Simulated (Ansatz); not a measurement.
**Ligand exchange: C2H8O2Si + SiH3(CH3) → C2H10OSi2 + CH4O**

Species: C2H8O2Si `CO[SiH](C)O`, singlet; SiH3(CH3) (methylsilane), singlet; C2H10OSi2 `CO[SiH](C)[SiH3]`, singlet; CH4O (methanol) `CO`, singlet. The partners trade OH for SiH3: Si–OH and C–SiH3 bonds give way to Si–SiH3 and C–OH.

Shapes, held fixed at every level: PBE0-D4/def2-TZVP. Flexible molecules stand in one conformer, not always the lowest. Programs: Ansatz 0.2.0. Electronic energies: no zero-point or thermal term.

```json
{"level": "HF/def2-TZVPP", "kind": "Hartree–Fock", "ΔE (kJ/mol)": "+225.3", "less CCSD(T)/CBS estimate": "+7.3"}
{"level": "PBE-D4/def2-TZVPP", "kind": "GGA", "ΔE (kJ/mol)": "+192.4", "less CCSD(T)/CBS estimate": "-25.6"}
{"level": "wB97M-V/def2-TZVPP", "kind": "range-separated hybrid", "ΔE (kJ/mol)": "+221.4", "less CCSD(T)/CBS estimate": "+3.4"}
{"level": "wB97X-V/def2-TZVPP", "kind": "range-separated hybrid", "ΔE (kJ/mol)": "+209.7", "less CCSD(T)/CBS estimate": "-8.3"}
{"level": "MP2/def2-TZVPP", "kind": "perturbation theory", "ΔE (kJ/mol)": "+229.1", "less CCSD(T)/CBS estimate": "+11.1"}
{"level": "CCSD(T)/def2-TZVPP", "kind": "coupled cluster or CI", "ΔE (kJ/mol)": "+215.8", "less CCSD(T)/CBS estimate": "-2.2"}
{"level": "CCSD(T)/CBS estimate", "kind": "coupled cluster or CI", "ΔE (kJ/mol)": "+218.0", "less CCSD(T)/CBS estimate": "0.0"}
```

The highest level, CCSD(T)/CBS estimate, gives ΔE = +218.0 kJ/mol; the levels span +192.4 to +229.1. The column of differences is taken from that level and isn't an error. No measured value is set beside it here. The CBS estimate extrapolates MP2 from def2-TZVPP and def2-QZVPP and adds CCSD(T) − MP2 in the triple-zeta set, cores frozen.

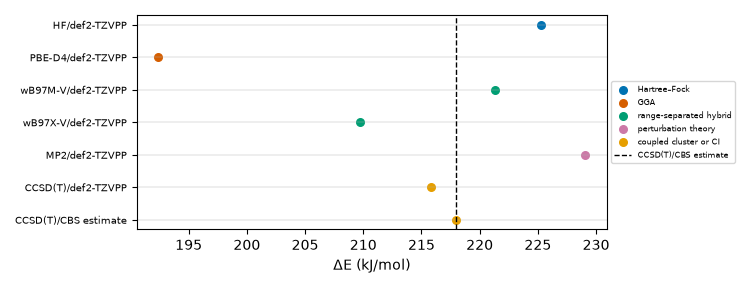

The values of the table, level by level.
